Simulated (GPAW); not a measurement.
# Calculation of the molecule and its ions of C2H4BN (part 2 of 2)

The same run, continued: C2H4BN, SMILES CB1C=N1; revPBE/real-space grid, scalar-relativistic datasets (GPAW 26.7.0). The geometry comes from this level: GFN2-xTB.

Geometry of the input (Å):
```
C  0.2009  1.2051  -0.1970
B  -0.1815  -0.2687  0.1295
C  -0.0333  -1.7196  0.1958
N  -1.1534  -1.2136  0.6321
H  1.2736  1.3792  -0.1454
H  -0.2930  1.9203  0.4561
H  -0.1119  1.4334  -1.2148
H  0.2986  -2.7362  0.1437
```

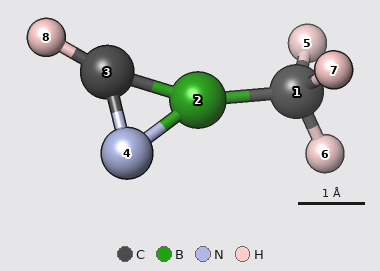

*The input geometry (ball-and-stick view, seen at a tilt; atoms are numbered from 1 in the order of the input).*

## The program's output, continued
```
Gap: 3.583 eV
Transition (v -> c):
  (s=0, k=0, n=9, [0.00, 0.00, 0.00]) -> (s=0, k=0, n=10, [0.00, 0.00, 0.00])
No difference between direct/indirect transitions
vacuum-level: 0.000  # V
neutral       -44.87494 eV
  __  _  _
 | _ |_)|_||  |
 |__||  | ||/\| - 26.7.0

units:  Angstrom and eV
cores:  1
OpenMP: False

Versions:
  Python: 3.12.14
  ASE:    3.29.0
  Numpy:  2.5.5
  Scipy:  1.18.1
  Libxc:  7.0.0

        _gpaw.cpython-312-aarch64-linux-gnu.so

Input parameters:
  mode=FD(),
  charge=1,
  h=0.18,
  maxiter=100,
  occupations=Occupations(name='fermi-dirac', width=0.0, fixmagmom=True),
  symmetry=Symmetry(point_group=False, time_reversal=False),
  xc=XC(name='revPBE')

Diagonalizing LCAO Hamiltonian
Converting LCAO to fd mode
         .---------------------------.
        /|                           |
       / |                           |
      /  |                           |
     /   |                           |
    /    |                           |
   /     |                           |
  /      |                           |
 *       |         H                 |
 |       |          C  H             |
 |       |      N B                  |
 |       |        H H                |
 |       |                           |
 |       .---------------------------.
 |      /                           /
 |     /                           /
 |    /                           /
 |   /                           /
 |  /                           /
 | /                           /
 |/                           /
 *---------------------------*

Atoms  # Å, Bohr magnetons
|   | symbol |        x |        y |        z |    initial magnetic moments |
|---|--------|----------|----------|----------|-----------------------------|
| 0 |      C | 5.854300 | 8.441300 | 5.517750 | ( 0.0000,  0.0000,  0.1250) |
| 1 |      B | 5.471970 | 6.967440 | 5.844290 | ( 0.0000,  0.0000,  0.1250) |
| 2 |      C | 5.620100 | 5.516620 | 5.910520 | ( 0.0000,  0.0000,  0.1250) |
| 3 |      N | 4.500000 | 6.022590 | 6.346880 | ( 0.0000,  0.0000,  0.1250) |
| 4 |      H | 6.927000 | 8.615380 | 5.569320 | ( 0.0000,  0.0000,  0.1250) |
| 5 |      H | 5.360410 | 9.156480 | 6.170860 | ( 0.0000,  0.0000,  0.1250) |
| 6 |      H | 5.541580 | 8.669610 | 4.500000 | ( 0.0000,  0.0000,  0.1250) |
| 7 |      H | 5.952070 | 4.500000 | 5.858450 | ( 0.0000,  0.0000,  0.1250) |

Unit cell  # Å
| periodic |         x |         y |         z |   lengths |    angles |
|----------|-----------|-----------|-----------|-----------|-----------|
|       no | 11.427000 |  0.000000 |  0.000000 | 11.427000 | 90.000000 |
|       no |  0.000000 | 13.656480 |  0.000000 | 13.656480 | 90.000000 |
|       no |  0.000000 |  0.000000 | 10.846880 | 10.846880 | 90.000000 |

Number of symmetries: 1
Symmetry operations  # r_c * U_cc + t_c -> r_c
|   | kind |            matrix            |
|---|------|------------------------------|
| 0 |  E   |  1, 0, 0,  0, 1, 0,  0, 0, 1 |

BZ-sampling:
  Number of BZ points: 1
  Number of IBZ points: 1

  Monkhorst-Pack size: [1, 1, 1]
  Monkhorst-Pack shift: [0, 0, 0]

K-points  # in reciprocal-cell coordinates
|   |                                coordinates |     weight |
|---|--------------------------------------------|------------|
| 0 | (  0.00000000,   0.00000000,   0.00000000) | 1.00000000 |

Uniform wave function grid shape: (np.int64(63), np.int64(75), np.int64(59))
Spin-components: 2 (collinear spins)
Bands:           16
Projectors:      32
Spin-degeneracy: 1
Datatype:        float64

  Storage: CPU
  Wave functions: 71_366_400 bytes (71_366_400 per core)

Parallelization:
  kpt:    1
  domain: 1
  band:   1

Density:
  Valence electrons: 20.0
  Components: 2
  Grid points: [64 76 60]
  Charge: 1.0  # |e|

Potential:
  Grid points: [64 76 60]

species:
  C:
    name:    Carbon
    Z:       6.0
    valence: 4
    core:    2
    charge:  0.0  # [|e|]
    file:    C.revPBE.gz
    compensation charges:
      type: gauss
      rc: 0.20  # [Å]
      lmax: 2
    cutoffs:
      filter: 1.14  # [Å]
      core: 1.14  # [Å]
    projectors
    | kind |    occ | energy [eV] | rcut [Å] |
    |------|--------|-------------|----------|
    |   2s |  2.000 |     -13.783 |    0.635 |
    |   2p |  2.000 |      -5.237 |    0.635 |
    |    s |        |      13.429 |    0.635 |
    |    p |        |      21.974 |    0.635 |
    |    d |        |       0.000 |    0.635 |

    Using partial waves for C as LCAO basis

  B:
    name:    Boron
    Z:       5.0
    valence: 3
    core:    2
    charge:  0.0  # [|e|]
    file:    B.revPBE.gz
    compensation charges:
      type: gauss
      rc: 0.20  # [Å]
      lmax: 2
    cutoffs:
      filter: 1.14  # [Å]
      core: 1.38  # [Å]
    projectors
    | kind |    occ | energy [eV] | rcut [Å] |
    |------|--------|-------------|----------|
    |   2s |  2.000 |      -9.465 |    0.635 |
    |   2p |  1.000 |      -3.568 |    0.635 |
    |    s |        |      17.746 |    0.635 |
    |    p |        |      23.644 |    0.635 |
    |    d |        |       0.000 |    0.635 |

    Using partial waves for B as LCAO basis

  N:
    name:    Nitrogen
    Z:       7.0
    valence: 5
    core:    2
    charge:  0.0  # [|e|]
    file:    N.revPBE.gz
    compensation charges:
      type: gauss
      rc: 0.18  # [Å]
      lmax: 2
    cutoffs:
      filter: 1.11  # [Å]
      core: 0.96  # [Å]
    projectors
    | kind |    occ | energy [eV] | rcut [Å] |
    |------|--------|-------------|----------|
    |   2s |  2.000 |     -18.619 |    0.603 |
    |   2p |  3.000 |      -7.035 |    0.529 |
    |    s |        |       8.592 |    0.603 |
    |    p |        |      20.177 |    0.529 |
    |    d |        |       0.000 |    0.577 |

    Using partial waves for N as LCAO basis

  H:
    name:    Hydrogen
    Z:       1.0
    valence: 1
    core:    0
    charge:  0.0  # [|e|]
    file:    H.revPBE.gz
    compensation charges:
      type: gauss
      rc: 0.15  # [Å]
      lmax: 2
    cutoffs:
      filter: 0.85  # [Å]
      core: 0.53  # [Å]
    projectors
    | kind |    occ | energy [eV] | rcut [Å] |
    |------|--------|-------------|----------|
    |   1s |  1.000 |      -6.547 |    0.476 |
    |    s |        |      20.664 |    0.476 |
    |    p |        |       0.000 |    0.476 |

    Using partial waves for H as LCAO basis

Reference energy: -4262.274914  # eV

eigensolver:
  PPCG
  Converge bands: occupied
  niter=2

density mixing:
  MSR1-Mixer
  Pratt-step length: 0.05
  Maximum mixing coefficient: 0.75
  Old densities: 10
  SVD Regularization: 0.005
  Good broyden scale: 1.0
  Trust region scale: 1.0
  Backstep threshold: 4.0
  History deletion threshold: 6.0
  Fourier metric: weight=20.0, sigma=0.015

occupation numbers:
  Fixed magnetic moment: 1.000
  # Zero width

FastPoissonSolver using
    Stencil: 6*3+1=19 point O(h^6) finite-difference Laplacian
    FFT axes: []
    FST axes: [np.int64(2), np.int64(0), np.int64(1)]

xc functional:
  name: revPBE with 2 nearest neighbor stencil
interpolation: tri-quintic # 5. degree polynomial

Initialization done in: 3.218 s

convergence criteria:
- Maximum [total energy] change in last 3 cyles: 0.0005 eV / valence electron
- Maximum integral of absolute [dens]ity change: 0.0001 electrons / valence electron
- Maximum integral of absolute [eigenst]ate change: 4e-08 eV^2 / valence electron
maximum number of iterations: 100

SCF iterations
|iter     |     time |      energy | eigst |  dens |  magmom |
|---------|----------|-------------|-------|-------|---------|
|iter:   1| 00:00:31 |  -42.867452 | +1.40 |       |  +0.9968|
|iter:   2| 00:00:34 |  -41.749265 | +0.20 | -0.45 |  +0.9970|
|iter:   3| 00:00:37 |  -35.707049 | +0.77 | -0.49 |  +0.9991|
|iter:   4| 00:00:40 |  -35.785769 | +0.34 | -1.11 |  +0.9996|
|iter:   5| 00:00:42 |  -35.597732 | -0.41 | -1.22 |  +0.9997|
|iter:   6| 00:00:45 |  -35.600463 | -1.30 | -1.55 |  +0.9999|
|iter:   7| 00:00:48 |  -35.602728c| -1.96 | -1.99 |  +1.0000|
|iter:   8| 00:00:51 |  -35.603053c| -2.83 | -2.52 |  +1.0000|
|iter:   9| 00:00:54 |  -35.603156c| -3.40 | -2.88 |  +1.0000|
|iter:  10| 00:00:57 |  -35.603176c| -4.02 | -3.39 |  +1.0000|
|iter:  11| 00:01:00 |  -35.603183c| -4.54 | -3.72 |  +1.0000|
|iter:  12| 00:01:02 |  -35.603183c| -5.14 | -4.12c|  +1.0000|
|iter:  13| 00:01:05 |  -35.603184c| -5.76 | -4.54c|  +1.0000|
|iter:  14| 00:01:08 |  -35.603184c| -6.35 | -4.89c|  +1.0000|
|iter:  15| 00:01:11 |  -35.603184c| -6.96 | -5.36c|  +1.0000|
|iter:  16| 00:01:14 |  -35.603184c| -7.47c| -5.46c|  +1.0000|

Converged in 16 steps
SCF loop duration: 44.774 s (2.798 s/step)
Energy contributions relative to reference atoms: (reference = -4262.274914)

Energy contributions:
  Kinetic:          38.400256
  Coulomb:         -42.091606
  Zero:              0.558825
  External:          0.000000
  Xc:              -32.470658
  Entropy:           0.000000
  Spinorbit:         0.000000
  ----------------------------
  Free energy:     -35.603184
  Extrapolated:    -35.603184

dipole moment: (5.659292, 6.536845, 5.790386)  # |e|*Ang

Total magnetic moment: (0.000000, 0.000000, 1.000000)

Local magnetic moments
|        x |        y |         z |
|----------|----------|-----------|
| 0.000000 | 0.000000 |  0.012674 |  # C    0
| 0.000000 | 0.000000 |  0.059785 |  # B    1
| 0.000000 | 0.000000 |  0.092727 |  # C    2
| 0.000000 | 0.000000 |  0.193375 |  # N    3
| 0.000000 | 0.000000 |  0.009087 |  # H    4
| 0.000000 | 0.000000 |  0.016096 |  # H    5
| 0.000000 | 0.000000 | -0.000365 |  # H    6
| 0.000000 | 0.000000 |  0.022866 |  # H    7

Fermi levels: -11.375, -13.559
Eigenvalues  # (at kpt = [0.000, 0.000, 0.000])
| band index |      eig [eV] | occ [0-1] |      eig [eV] | occ [0-1] |
|------------|---------------|-----------|---------------|-----------|
|          0 |       -32.456 |     1.000 |       -32.038 |     1.000 |
|        ... |               |           |               |           |
|          2 |       -22.184 |     1.000 |       -21.791 |     1.000 |
|          3 |       -20.312 |     1.000 |       -19.285 |     1.000 |
|          4 |       -17.703 |     1.000 |       -17.385 |     1.000 |
|          5 |       -17.513 |     1.000 |       -17.325 |     1.000 |
|          6 |       -15.950 |     1.000 |       -15.630 |     1.000 |
|          7 |       -15.527 |     1.000 |       -15.472 |     1.000 |
|          8 |       -15.309 |     1.000 |       -15.207 |     1.000 |
|          9 |       -14.213 |     1.000 |       -12.905 |     0.000 |
|         10 |        -9.846 |     0.000 |        -9.540 |     0.000 |
|         11 |        -7.451 |     0.000 |        -7.343 |     0.000 |
|         12 |        -4.921 |     0.000 |        -4.812 |     0.000 |
|         13 |        -4.669 |     0.000 |        -4.391 |     0.000 |
|         14 |        -3.766 |     0.000 |        -3.633 |     0.000 |
|         15 |        -3.182 |     0.000 |        -3.166 |     0.000 |

Gap: 3.059 eV
Transition (v -> c):
  (s=1, k=0, n=9, [0.00, 0.00, 0.00]) -> (s=0, k=0, n=10, [0.00, 0.00, 0.00])
No difference between direct/indirect transitions
vacuum-level: 0.000  # V
oxidised      -35.60318 eV
Vertical IP             9.272 eV
```

## Key numbers

```json
{"quantity": "outcome", "value": "converged"}
{"quantity": "ionisation energy", "value": "9.27 eV"}
{"quantity": "wall time", "value": "74 s"}
{"quantity": "peak memory", "value": "1.4 GiB"}
```
